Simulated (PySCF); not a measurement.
## A study: CH10SSi2, SMILES `CS.[SiH3][SiH3]`

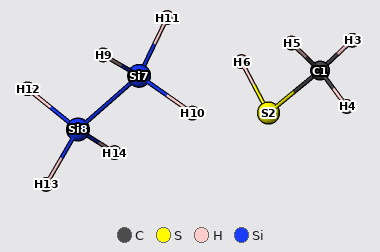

The molecule, with its atoms numbered as below. The pair's geometry is semi-empirical, so its contact may be too short or too long.

Geometry (Å), atoms numbered from 1:

```
C1      -2.8021    0.7350   -0.0225
S2      -1.9288   -0.8623   -0.0562
H3      -3.6498    0.6732    0.6530
H4      -3.1480    0.9163   -1.0348
H5      -2.1147    1.5182    0.2813
H6      -1.6015   -0.8744    1.2338
Si7      1.2094    1.2445    0.0083
Si8      2.2128   -0.8291   -0.0175
H9       2.1711    2.3509    0.0002
H10      0.3195    1.4853   -1.1304
H11      0.3913    1.4595    1.2117
H12      3.0333   -1.0410    1.1805
H13      3.1105   -0.9852   -1.1654
H14      1.2516   -1.9310   -0.0662
```

Part 1: Bonding charge

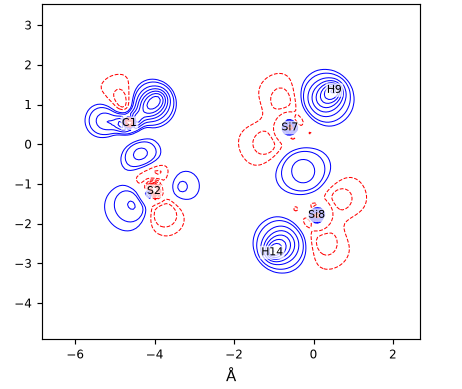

Deformation density (molecule less spherical, spin-averaged free atoms) in the plane of C1, S2, Si7, Si8, H9 and H14; contours at ±0.05 to ±0.8 e/Å³; solid blue lines: gain, dashed red lines: loss.

Computed with PySCF, PBE0/6-311G**, geometry: GFN2-xTB.

**How much density has each bond in this plane gained at its critical point, relative to the free atoms?**

Si7–Si8: +0.26 e/Å³ at the bond critical point (bond length 2.30 Å, Mayer order 0.9). C1–S2: +0.25 e/Å³ at the bond critical point (bond length 1.82 Å, Mayer order 1.0). Si8–H14: +0.20 e/Å³ at the bond critical point (bond length 1.46 Å, Mayer order 0.9). Si7–H9: +0.19 e/Å³ at the bond critical point (bond length 1.47 Å, Mayer order 0.9). In all, 3.2 electrons gather in the regions of gain relative to the promolecule.

**Where do the Hirshfeld charges lie?**

The highest Hirshfeld charge is on Si8 (+0.21 e), the lowest on C1 (−0.12 e).

```tsv
atom	charge (e)
C1	−0.12
S2	−0.04
H3	+0.05
H4	+0.06
H5	+0.04
H6	+0.05
Si7	+0.20
Si8	+0.21
H9	−0.08
H10	−0.07
H11	−0.08
H12	−0.07
H13	−0.07
H14	−0.07
```

Part 2: Bond critical points

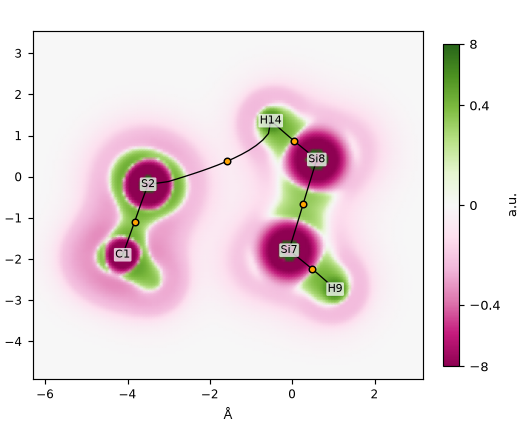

Negative Laplacian of the density (−∇²ρ) in the plane of C1, S2, Si7, Si8, H9 and H14 (green positive, pink negative, colour scale in a.u., logarithmic beyond ±0.04), with bond paths and bond critical points (dots).

**Sort the bonds in the plane by the sign of ∇²ρ at their critical points.**

Concentrated (∇²ρ < 0): C1–S2 (−0.27 a.u.); Si7–Si8 (−0.17 a.u.). Depleted (∇²ρ > 0): Si8–H14 (+0.26 a.u., H = −0.073); Si7–H9 (+0.26 a.u., H = −0.073); S2–H14 (+0.01 a.u., H = +0.001). A positive Laplacian with clearly negative H marks a strongly polar covalent bond, whose critical point lies close to the core of the less electronegative atom.

**Where along S2–H14 does the critical point lie?**

1.99 Å from S2 and 1.45 Å from H14.

Part 3: Local ionisation energy

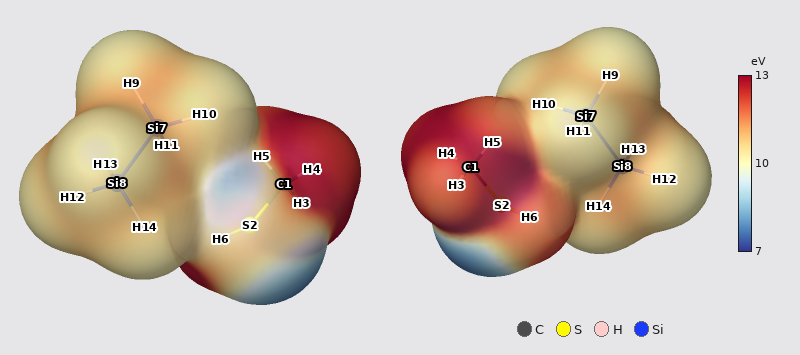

Average local ionisation energy on the surface of electron density 0.001 a.u. (back view left, front view right).

**Where are the most loosely bound electrons on this surface?**

The lowest value is 7.7 eV, 2.3 Å from S2. Further minima include 8.7 eV, near S2 (2.28 Å) and H10 (2.43 Å); 10.0 eV, 1.5 Å from H9; 10.1 eV, 1.5 Å from H10. For comparison, the highest occupied orbital lies at −6.9 eV.

**What volume does the surface enclose, and what is the dipole moment?**

About 177 Å³; the dipole moment is 1.5 D.

Part 4: Binding density

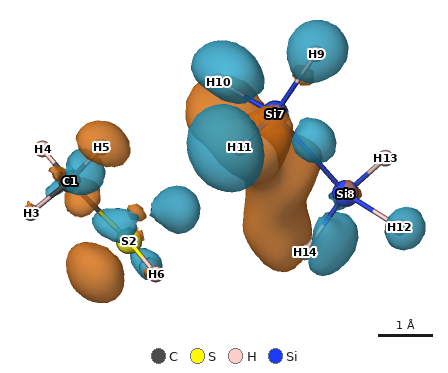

Density of the complex less the densities of the two fragments at the same geometry, ±0.0015 e/Å³ (light blue: gain, orange: loss). Fragment A: H4CS (atoms 1–6); fragment B: Si2H6.

**Which way does charge flow?**

Hirshfeld charges show 0.006 e passing from A to B. By Hirshfeld charges, electrons gather most on H11 (−0.007 e) and leave Si8 most (+0.004 e); 0.05 e is displaced in all, which induces a dipole of 0.32 D.

**What is the interaction energy, and which contacts carry it?**

The counterpoise-corrected interaction energy of the frozen fragments is −0.6 kcal/mol without dispersion correction and −2.7 kcal/mol with D3(BJ). The pair geometry is semi-empirical, not a minimum at this level. Contacts: S2···H10, 3.42 Å, ρ = 0.006 a.u.; H5···H11, H···H contact, 2.67 Å, ρ = 0.004 a.u.; S2···H14, 3.35 Å, ρ = 0.004 a.u., a bond path close to vanishing (ellipticity 1.9). The pose is a local one from a semi-empirical search, not shown to be the most stable.
